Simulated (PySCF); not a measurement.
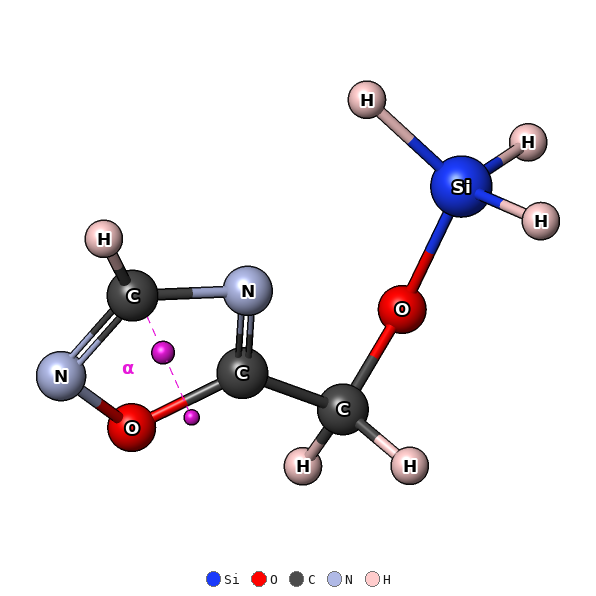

The small points mark where nucleus-independent chemical shifts (NICS) were computed: at the centre of each lettered ring and 1 Å above and below it. The geometry was computed by an optimisation with GFN2-xTB. No frequency run is at hand to confirm it as a minimum. Method: GIAO PBE0/pcSseg-1 NMR shielding, non-relativistic, gas phase (PySCF 2.14.0).

Give NICS(0), NICS(1) and the out-of-plane component NICS(1)zz for each ring (means of the two sides).

| ring | members | NICS(0) | NICS(1) | NICS(1)zz |
| --- | --- | --- | --- | --- |
| α | C2N2O | −11.6 | −11.1 | −28.7 |

Values in ppm.

**What do the values say about the ring currents?**

Ring α: diatropic, as in an aromatic ring. NICS is one index among several.

The geometry is semi-empirical. Around Si such bond lengths and angles can be off by a tenth of an ångström or more and by several degrees, and values that hang on the shape move with them.
